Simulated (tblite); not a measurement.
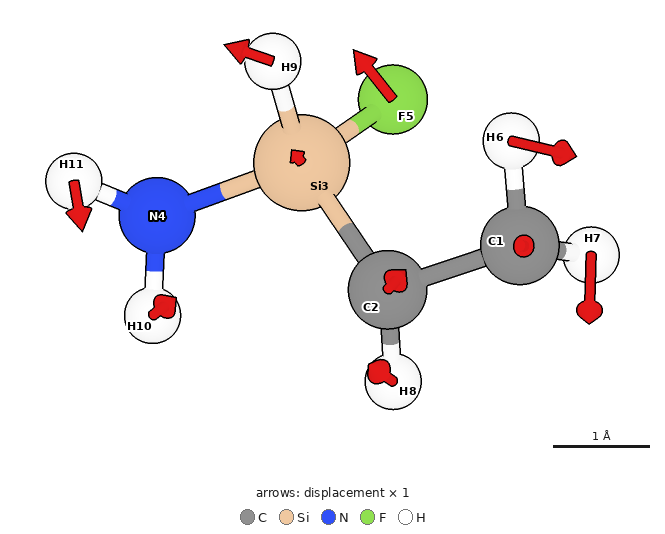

This is a relaxation of C$_{2}$H$_{6}$FNSi (charge −1, multiplicity 2). The starting structure is drawn; red arrows show the displacements, at their true length. The two geometries are superimposed by the best rigid fit.

Style: ball-and-stick. Shown at a tilt.

The calculation used GFN2-xTB geometry optimisation, gas phase (tblite 0.8.0). 

Question: Atoms of which element are displaced furthest, and by how much?

Answer: Hydrogen: up to 1.16 Å, against 0.69 Å for fluorine.

Question: What did the optimiser do to the structure, and how much energy did it gain?

Answer: After 107 geometry steps the energy has fallen by 28.6 kcal/mol. The largest move after the best rigid fit is that of H7, 1.16 Å. Largest moves by element: H 1.16 Å, F 0.69 Å, C 0.43 Å, Si 0.20 Å, N 0.01 Å. Near-neighbour distances that change, for instance: C1–C2 1.532 → 1.403 Å, Si3–H9 1.467 → 1.512 Å, N4–H10 1.052 → 1.010 Å, C1–H6 1.117 → 1.080 Å. Bond angles that change, for instance: C2–Si3–H9 107.2° → 131.9°, C1–C2–Si3 112.0° → 126.8°, F5–Si3–H9 108.1° → 93.9°. Groups turn about Si3–N4 by about 20°.
